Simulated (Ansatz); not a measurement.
**C8H24Si3 (charge +1, doublet): density, localisation and related maps**

Input

```
crystal:
  periodic: [false, false, false]
  atoms:
    - {symbol: C, position_ang: [1.958917, -1.096657, 1.602240]}
    - {symbol: Si, position_ang: [1.885687, -0.303340, -0.097208]}
    - {symbol: C, position_ang: [1.975938, -1.515874, -1.529145]}
    - {symbol: C, position_ang: [3.116803, 1.127435, -0.274051]}
    - {symbol: Si, position_ang: [-0.148426, 1.033718, -0.429904]}
    - {symbol: C, position_ang: [-0.166726, 2.599758, 0.608263]}
    - {symbol: C, position_ang: [-0.403669, 1.372684, -2.260359]}
    - {symbol: Si, position_ang: [-1.757294, -0.590874, 0.469121]}
    - {symbol: C, position_ang: [-1.467179, -2.328672, -0.177987]}
    - {symbol: C, position_ang: [-3.307846, 0.203051, -0.278889]}
    - {symbol: C, position_ang: [-1.695837, -0.434240, 2.340090]}
    - {symbol: H, position_ang: [2.981714, -1.506438, 1.753630]}
    - {symbol: H, position_ang: [1.246671, -1.939049, 1.707998]}
    - {symbol: H, position_ang: [1.773553, -0.362788, 2.412609]}
    - {symbol: H, position_ang: [2.966852, -2.020170, -1.496218]}
    - {symbol: H, position_ang: [1.893910, -1.003455, -2.508843]}
    - {symbol: H, position_ang: [1.199477, -2.303345, -1.471091]}
    - {symbol: H, position_ang: [3.024955, 1.654814, -1.244728]}
    - {symbol: H, position_ang: [3.032085, 1.862399, 0.550793]}
    - {symbol: H, position_ang: [4.133148, 0.674264, -0.228825]}
    - {symbol: H, position_ang: [0.061895, 2.401587, 1.673938]}
    - {symbol: H, position_ang: [0.572597, 3.330201, 0.216523]}
    - {symbol: H, position_ang: [-1.163212, 3.088102, 0.550636]}
    - {symbol: H, position_ang: [0.435247, 1.982334, -2.659527]}
    - {symbol: H, position_ang: [-0.470286, 0.441129, -2.856156]}
    - {symbol: H, position_ang: [-1.332274, 1.961498, -2.417197]}
    - {symbol: H, position_ang: [-2.340938, -2.957129, 0.102250]}
    - {symbol: H, position_ang: [-1.383684, -2.352727, -1.283462]}
    - {symbol: H, position_ang: [-0.566305, -2.800303, 0.262577]}
    - {symbol: H, position_ang: [-3.443084, 1.257867, 0.033941]}
    - {symbol: H, position_ang: [-4.175514, -0.379178, 0.106508]}
    - {symbol: H, position_ang: [-3.320486, 0.145361, -1.385341]}
    - {symbol: H, position_ang: [-0.750859, -0.819902, 2.769831]}
    - {symbol: H, position_ang: [-2.527811, -1.036457, 2.767253]}
    - {symbol: H, position_ang: [-1.838028, 0.614380, 2.670710]}
basis:
  gaussian: {orbitals: def2-TZVP, fitting: {mean_field: def2-universal-jkfit}, initial_orbitals: start.molden}
total_charge: 1
magnetization: {spin_polarized: true, initial_magnetization: 1}
hamiltonian: {xc: pbe0, dispersion: d4}
scf: {omitted_lower_state_checks: [starts]}
output: {orbitals: {seedname: orbitals}}
```

Launched as:

```sh
ansatz run in.yaml --threads 2 --pin off --events-out ev --progress --plain --max-ram 32768MiB --backend cuda --devices 0, --max-vram 18GiB
```

Geometry: PBE-D4/def2-SVP.

Computed with Ansatz 0.2.0, UKS PBE0-D4/def2-TZVP.

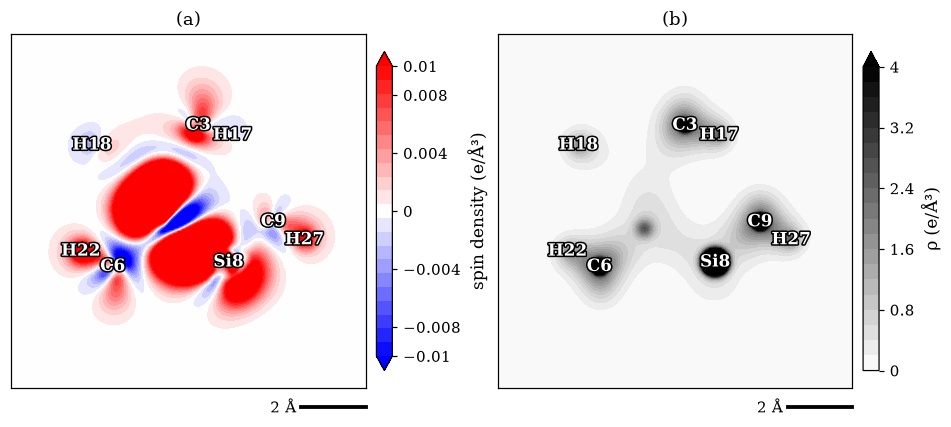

Figure 1. (a) spin density; (b) electron density on the plane of atoms Si8, C9 and H27.

Q: What do the fields say about this system?

A: The section cuts through C, Si and H sites.
C–Si (1.88 Å): ρ at the midpoint is about 0.96 e/Å³.
C–H (1.11 Å): the density is about 1.9 e/Å³ at the midpoint.
The unpaired spin (1 electron) lies mostly on Si5 (about 0.3), Si2 (about 0.2) and Si8 (about 0.2), in electrons by Hirshfeld's partition.

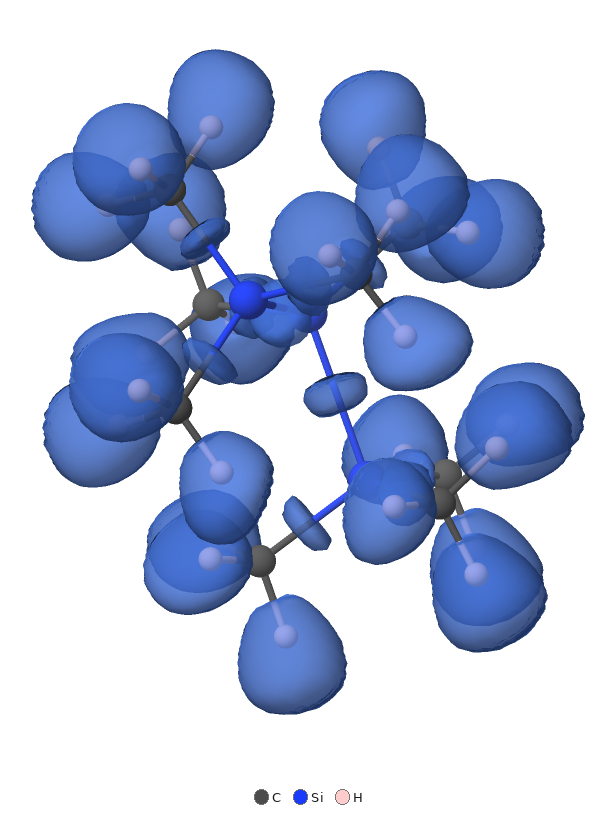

Figure 2. Isosurface of the ELF at 0.9 (blue), seen at an oblique angle. Only the valence region is drawn (cores and ρ < 0.01 e/Å³ removed).

Q: Where are the electrons localised?

A: At this value the surface marks out eight regions between bonded C–Si atoms (shared pairs), two regions between bonded Si–Si atoms (shared pairs) and 24 regions around hydrogen nuclei.


C–Si (1.88 Å): the ELF peaks at about 0.95 between the atoms: localised, covalent bonding. Si–Si (2.46 Å): the ELF peaks at about 0.95 between the atoms: a shared electron pair.

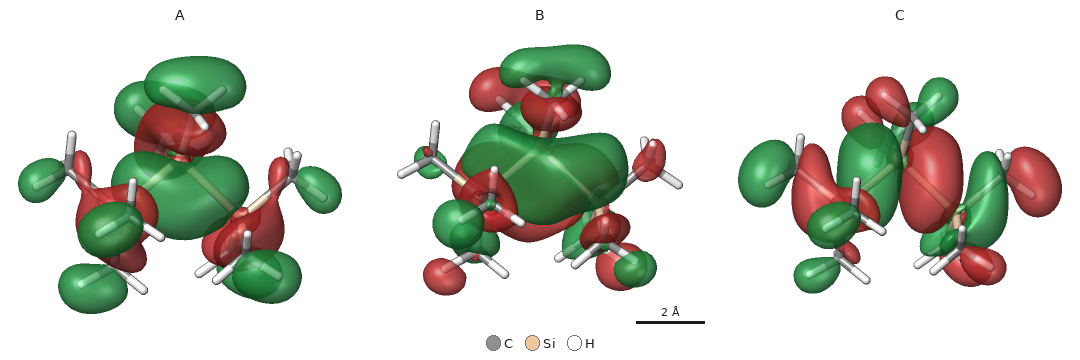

Figure 3. Three frontier orbitals at ±0.05 Å⁻³ᐟ² (green and red are the two phases), in no order.

Q: Order the three orbitals by energy and name them. All are α orbitals.

A: A is the HOMO−1 (α) (−11.82 eV). It lies mainly on Si5 (about 25 %), Si2 (about 10 %), Si8 (about 10 %), C6 (about 10 %) and C7 (about 10 %). C is the HOMO (α) (−10.60 eV). By Hirshfeld shares it lies mainly on Si5 (about 30 %), Si2 (about 15 %), Si8 (about 15 %), C4 (about 5 %) and C10 (about 5 %). B is the LUMO (α) (−3.44 eV). Its weight (Hirshfeld) is mainly on Si5 (about 25 %), Si2 (about 10 %), Si8 (about 10 %), C6 (about 5 %) and C7 (about 5 %).

Q: What is the gap between the highest occupied and lowest empty α orbitals?

A: 7.16 eV between the orbital energies.
